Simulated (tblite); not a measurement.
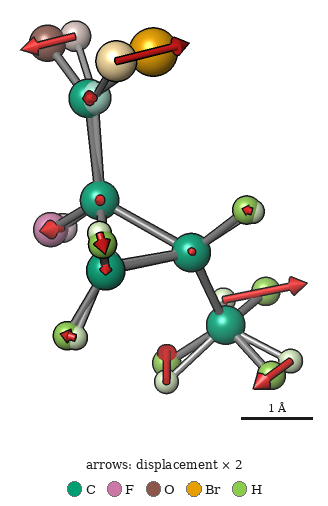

A relaxation of C5H6BrFO. The starting structure is drawn faded, the final one solid; red arrows show the displacements, 2 times their true length. The two geometries are superimposed by the best rigid fit.

A ball-and-stick model, seen from a free direction.

All numbers below come from GFN2-xTB geometry optimisation, gas phase in tblite. 

What did the optimiser do to the structure, and how much energy did it gain?

The largest move after the best rigid fit is that of an H atom, 0.66 Å. Largest moves by element: H 0.66 Å, Br 0.63 Å, O 0.41 Å, F 0.24 Å, C 0.13 Å. Some distances before and after: C–O 1.248 → 1.180 Å, C–H 1.136 → 1.087 Å, C–C 1.475 → 1.511 Å, Br–C 1.941 → 1.977 Å. Bond angles that change, for instance: C–C–C 115.3° → 124.1°, C–C–O 122.3° → 129.1°, C–C–H 104.3° → 110.9°. Groups turn about C–C by about 30°. Over 78 geometry steps the energy falls by 0.657 eV.
